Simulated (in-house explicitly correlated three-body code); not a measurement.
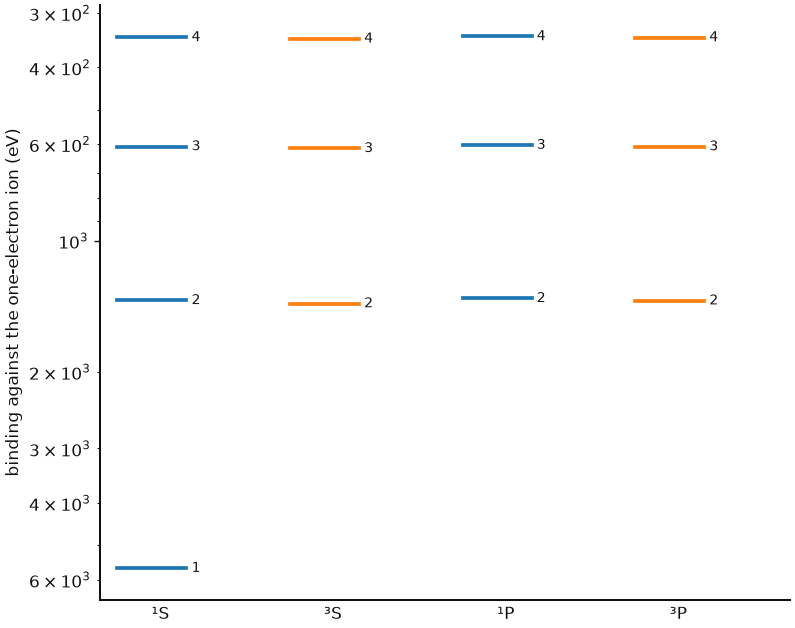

Two electrons around a point charge Z = 21 (Sc¹⁹⁺). Computed variationally in 260 exponentially correlated functions with an in-house code, non-relativistic, converged to about 10⁻⁸ of the energy. The plot shows the bound S and P states that converged, by term and principal number n, on a logarithmic scale of binding.

> Describe the level scheme.

The ground state is bound by 5647 eV. The n = 2 states drawn run, from the deepest, 2 ³S (1394 eV), 2 ³P (1373 eV), 2 ¹S (1371 eV), 2 ¹P (1356 eV). Exchange puts 2 ³S below 2 ¹S by 23.3 eV and 2 ³P below 2 ¹P by 17.3 eV. Quantum defects n − (Z − 1)/√(2 E(binding)): 2 ³S 0.024, 2 ³P 0.009, 2 ¹S 0.007, 2 ¹P −0.004.
